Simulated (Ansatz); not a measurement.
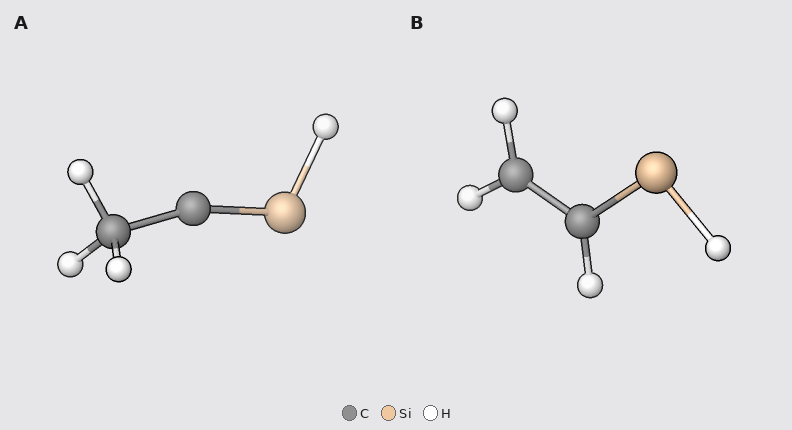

2 stationary structures of one formula. Geometries: PBE-D4/def2-SVP. Electronic energies: PBE-D4/def2-SVP (Ansatz 0.2.0), without zero-point energy. No frequency run is at hand to confirm each as a minimum. Each is one conformer, not always the lowest.

**Rank them by energy, lowest first.**

B is lowest; A lies 23.1 kcal/mol above it.
